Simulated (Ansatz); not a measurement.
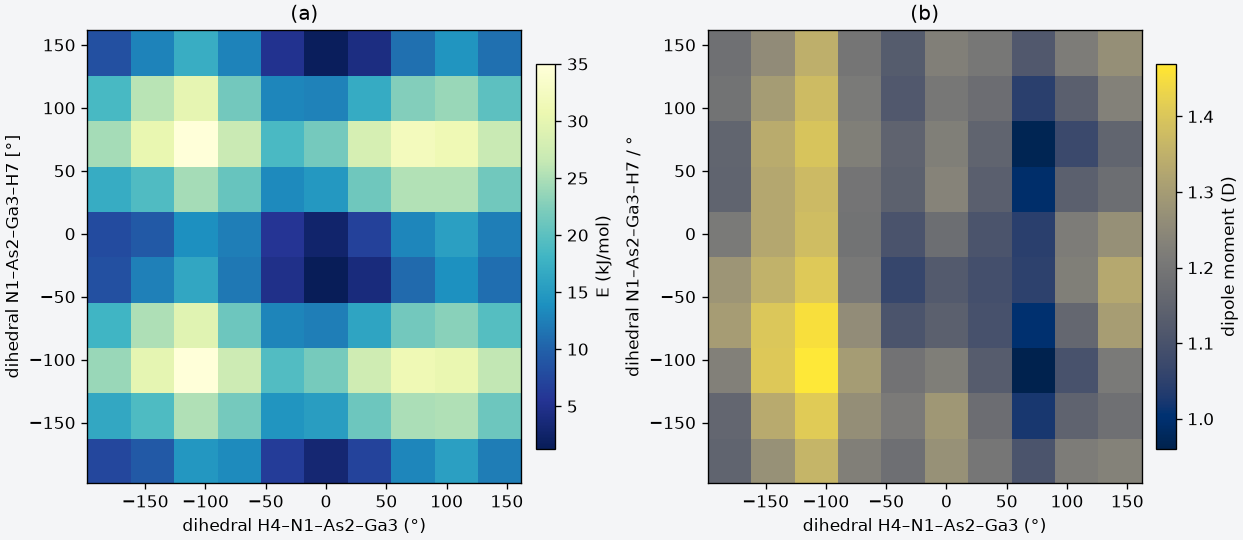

AsGaH₅N, SMILES N[AsH][GaH2]. First axis: dihedral H4–N1–As2–Ga3. Second axis: dihedral N1–As2–Ga3–H7. Nothing is relaxed (all other coordinates rigid). The scan uses a 10 × 10 grid. Points are written as (first, second). Energies: kJ/mol, counted from the relaxed molecule at the same level. Level of theory: RKS PBE-D4/def2-TZVP in Ansatz.

Panel (a) is the energy and panel (b) the computed dipole moment on the same grid.

Drawn: one coloured cell a grid point.

Q: How does the dipole moment vary over the map, and what is it at the lowest grid point?

A: Leaving out the highest fifth of the energies, it runs from 1.00 D at (72°, −72°) to 1.41 D at (−108°, −36°). At the lowest grid point, (0°, −36°), it is 1.12 D.

| dihedral N1–As2–Ga3–H7 ↓, dihedral H4–N1–As2–Ga3 → | −180 | −144 | −108 | −72 | −36 | 0 | 36 | 72 | 108 | 144 |
| --- | --- | --- | --- | --- | --- | --- | --- | --- | --- | --- |
| 144 | 1.18 | 1.26 | 1.35 | 1.20 | 1.13 | 1.23 | 1.20 | 1.12 | 1.21 | 1.27 |
| 108 | 1.19 | 1.30 | 1.37 | 1.21 | 1.12 | 1.20 | 1.18 | 1.05 | 1.14 | 1.23 |
| 72 | 1.15 | 1.34 | 1.39 | 1.22 | 1.15 | 1.22 | 1.15 | 0.97 | 1.07 | 1.15 |
| 36 | 1.15 | 1.33 | 1.37 | 1.20 | 1.14 | 1.24 | 1.14 | 0.99 | 1.14 | 1.18 |
| 0 | 1.21 | 1.33 | 1.38 | 1.19 | 1.10 | 1.18 | 1.10 | 1.04 | 1.22 | 1.27 |
| −36 | 1.28 | 1.35 | 1.41 | 1.21 | 1.06 | 1.12 | 1.09 | 1.05 | 1.22 | 1.33 |
| −72 | 1.30 | 1.40 | 1.45 | 1.26 | 1.10 | 1.14 | 1.10 | 1.00 | 1.16 | 1.30 |
| −108 | 1.23 | 1.41 | 1.47 | 1.30 | 1.19 | 1.22 | 1.13 | 0.96 | 1.10 | 1.21 |
| −144 | 1.16 | 1.34 | 1.41 | 1.26 | 1.21 | 1.29 | 1.18 | 1.02 | 1.15 | 1.18 |
| −180 | 1.15 | 1.27 | 1.36 | 1.23 | 1.18 | 1.27 | 1.20 | 1.10 | 1.22 | 1.23 |
